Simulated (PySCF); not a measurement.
# C4H8, SMILES `C1CCC1`: electronic structure

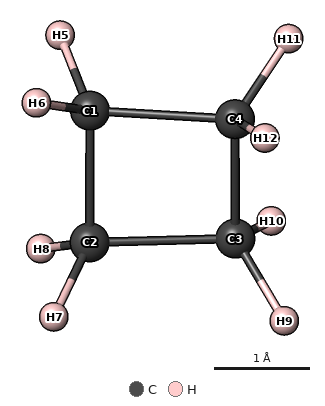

The molecule, with its atoms numbered as below. No frequency check shows the geometry to be a minimum.

Cartesian coordinates (Å):

```
C1       0.7655    0.7655    0.0644
C2       0.7655   -0.7655   -0.0644
C3      -0.7655   -0.7655    0.0644
C4      -0.7655    0.7655   -0.0644
H5       1.1117    1.1116    1.0362
H6       1.3053    1.3051   -0.7111
H7       1.1117   -1.1116   -1.0362
H8       1.3053   -1.3051    0.7111
H9      -1.3053   -1.3051   -0.7111
H10     -1.1117   -1.1116    1.0362
H11     -1.3053    1.3051    0.7111
H12     -1.1117    1.1116   -1.0362
```

Part 1: Bonding charge

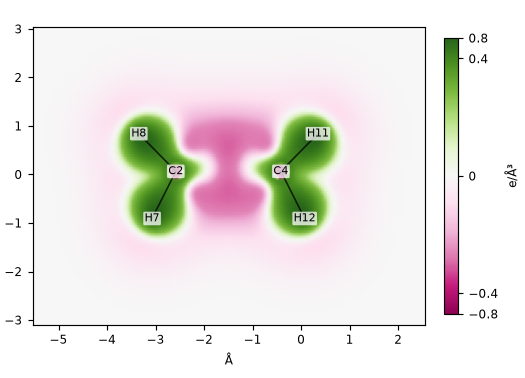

Deformation density (molecule less spherical, spin-averaged free atoms) in the plane of C2, C4, H7, H8, H11 and H12; colour scale in e/Å³, logarithmic beyond ±0.1; green: gain, pink: loss.

PySCF calculation, LDA (SVWN)/def2-SVPD, gas phase; geometry: GFN2-xTB.

> Describe the bonding that the map shows.

C2–H8 and C4–H11: +0.66 e/Å³ at the bond critical point (bond length 1.09 Å). C2–H7 and C4–H12: +0.66 e/Å³ at the bond critical point (bond length 1.09 Å). In all, 2.4 electrons gather in the regions of gain relative to the promolecule.

> Where do the Hirshfeld charges lie?

The highest Hirshfeld charge is on H5, H7, H10 and H12 (+0.04 e), the lowest on C1, C2, C3 and C4 (−0.07 e).

```
atom  charge (e)
  C1       −0.07
  C2       −0.07
  C3       −0.07
  C4       −0.07
  H5       +0.04
  H6       +0.04
  H7       +0.04
  H8       +0.04
  H9       +0.04
 H10       +0.04
 H11       +0.04
 H12       +0.04
```

Part 2: Bond critical points

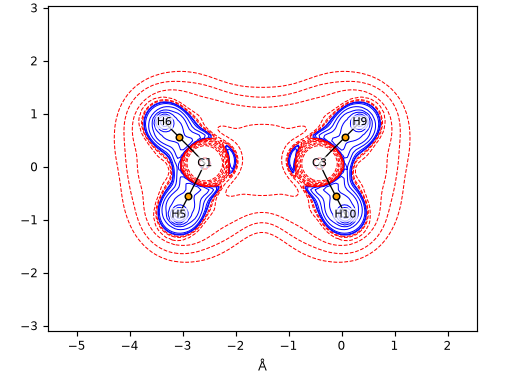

Negative Laplacian of the density (−∇²ρ) in the plane of C1, C3, H5, H6, H9 and H10 (solid blue lines positive, dashed red lines negative, contours at ±0.02 to ±8 a.u.), with bond paths and bond critical points (dots).

> Sort the bonds in the plane by the sign of ∇²ρ at their critical points.

Concentrated (∇²ρ < 0): C1–H6 and C3–H9 (−0.99 a.u.); C1–H5 and C3–H10 (−0.98 a.u.). At none is it depleted.

> Where along C1–H5 does the critical point lie?

0.69 Å from C1 and 0.39 Å from H5.

Part 3: Local ionisation energy

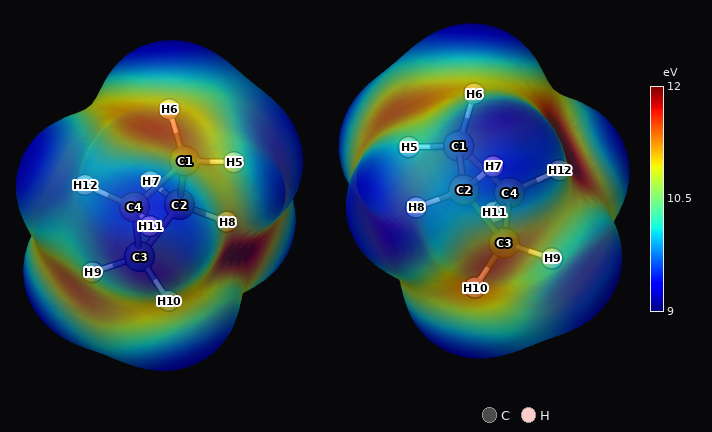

Average local ionisation energy on the surface of electron density 0.001 a.u. (back view left, front view right).

> Locate the minima of the map.

The lowest value is 9.2 eV, 1.4 Å from H9, and at like points elsewhere. For comparison, the highest occupied orbital lies at −7.2 eV.

> What volume does the surface enclose, and what is the dipole moment?

About 99 Å³; the dipole moment is 0.0 D.

Part 4: In an electric field

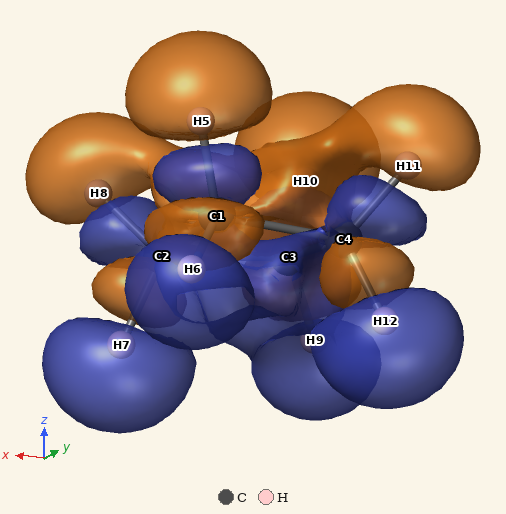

Change of the electron density in a uniform field of 0.26 V/Å, surfaces at ±0.0015 e/Å³ (orange: gain, blue: loss).

Level of theory: TPSS/6-31G* (PySCF), at a geometry from GFN2-xTB. A basis without diffuse functions makes polarisabilities too small.

The field was applied in both directions; the picture shows the one opposite to the script's first.

> Along which Cartesian direction does the field point?

Along −z: electrons gather on the +z side, against the field.

> What dipole is induced, and what polarisability does it imply?

The induced dipole is 0.49 D (along the field); α along this axis, from the fields in both directions, is 38 bohr³ (5.7 Å³).

The PySCF runs shown took 6.5 s and 18 s on 1 thread of Intel(R) Xeon(R) 6975P-C (Granite Rapids), on a shared host.
